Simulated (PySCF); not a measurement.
C5H6Si, SMILES `[SiH]1=CC=CC=C1`.

Method: HF/def2-SVPD; geometry: GFN2-xTB; program: PySCF. No frequency check shows the geometry to be a minimum.

Cartesian coordinates (Å):

```
Si1     -1.4186    0.0001    0.0000
C2      -0.3443    1.4472    0.0000
C3       1.0223    1.2375    0.0000
C4       1.6563   -0.0001    0.0000
C5       1.0223   -1.2376    0.0000
C6      -0.3444   -1.4472    0.0000
H7      -2.8733   -0.0001    0.0000
H8      -0.7051    2.4667    0.0000
H9       1.6663    2.1103    0.0000
H10      2.7381   -0.0001    0.0000
H11      1.6662   -2.1104    0.0000
H12     -0.7052   -2.4667    0.0000
```

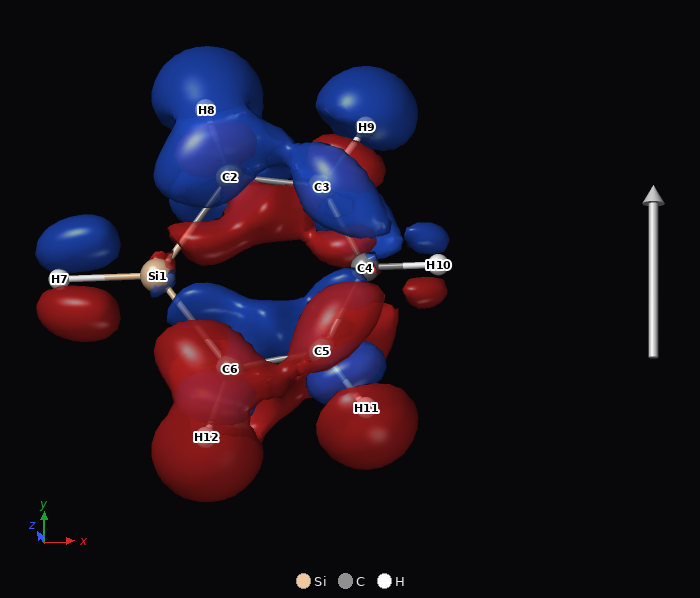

Change of the electron density in a uniform field of 0.26 V/Å along +y (arrow), surfaces at ±0.002 e/Å³ (red: gain, blue: loss).

Question: How large is the response?

Answer: The induced dipole is 1.19 D (along the field); α along this axis, from the fields in both directions, is 94 bohr³ (13.9 Å³).

Question: Which atoms gain and lose the most charge?

Answer: Electrons gather most on C6 (Hirshfeld charge changes by −0.014 e) and leave C2 most (+0.014 e); 0.094 electrons are displaced in all.
